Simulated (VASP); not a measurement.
Band structure of SrCl₂ (fluorite). Computed with PBE GGA, VASP's PBE PAW potentials (set 64) (plane waves; VASP).

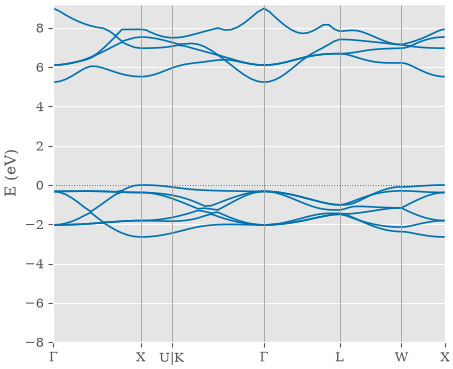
Figure. Bands along high-symmetry lines, zero at the valence-band maximum or, without a gap, the Fermi level

Q: Read the plot: is there a gap, and where are the band edges?

A: The gap is indirect, 5.23 eV, from the valence maximum at X to the conduction minimum at Γ. (Edges off the drawn lines would not show.)

Measured: gap 7.50 eV (computed value off by -2.27 eV), as given by Andrés Aguado et al., Journal of the Physical Society of Japan (1999), arXiv:cond-mat/9901145.

The compound is SrCl2 in the fluorite structure. It was relaxed first.
